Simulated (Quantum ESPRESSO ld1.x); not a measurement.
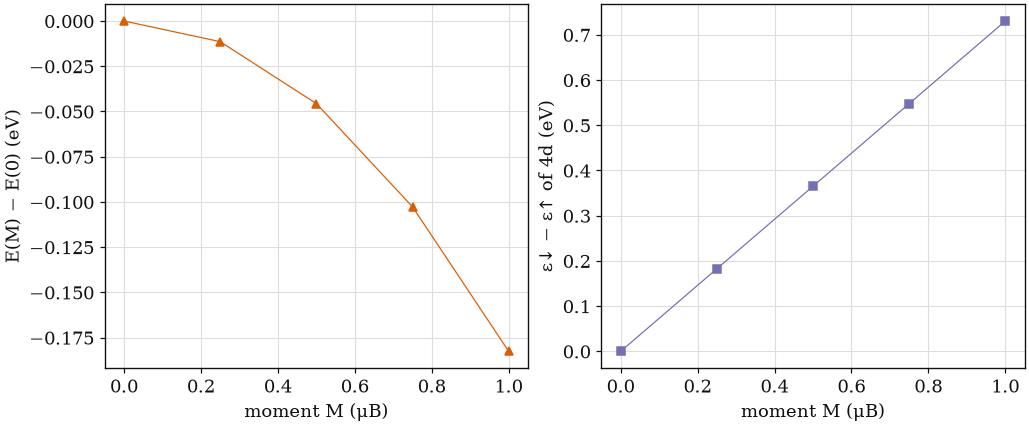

For Cd³⁺ in [Kr] 4d9, the spin moment of the 4d shell is fixed at a series of values. Level of theory: non-relativistic Kohn-Sham, LDA (Slater exchange, Perdew-Wang correlation), spin-polarised, spherical densities, point nucleus. Computed with Quantum ESPRESSO ld1.x 7.5. The plot shows the energy and the exchange splitting.

What is the spin-polarisation energy, and which exchange integral follows?

Answer. The energy falls with the moment, to −0.183 eV at M = 1 μB, the largest moment run; with one electron or hole in the shell the exact energy would hardly depend on M, so most of the fall is the functional's fractional-spin error. A fit E = −I M²/4 gives an exchange integral I of about 0.73 eV, and the exchange splitting grows nearly in proportion to M, to 0.731 eV (0.73 eV per μB).
